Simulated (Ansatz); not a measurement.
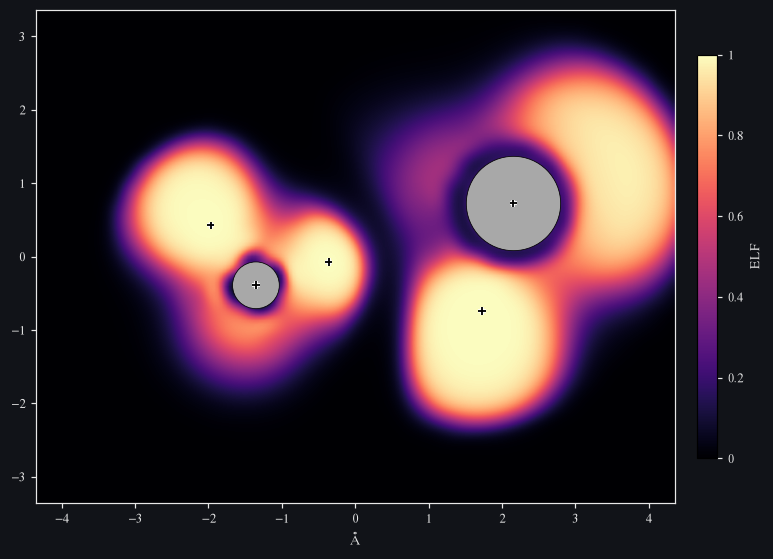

The ELF on a plane through atoms (crosses mark nuclei in the plane; grey discs cover the cores).

Level of theory: RKS PBE0-D4/def2-TZVPPD in Ansatz.

Candidates:
A. NH4···AsH3 (SMILES [NH4+].[AsH3]) (charge +1)
B. SiH4···FH3Si (SMILES [SiH4].[SiH3]F)
C. CH4···H3Sb (SMILES C.[SbH3])

Q: Which system is this?

A: Candidate A: NH4···AsH3 on the plane of atoms H4, N1 and H5, which holds N, H and As. As6···H4 (2.64 Å): the ELF dips to about 0.10 between them. N–H (1.04 Å): the ELF climbs to about 1 towards the hydrogen, as it does in any bond to H (a covalent bond by its length).
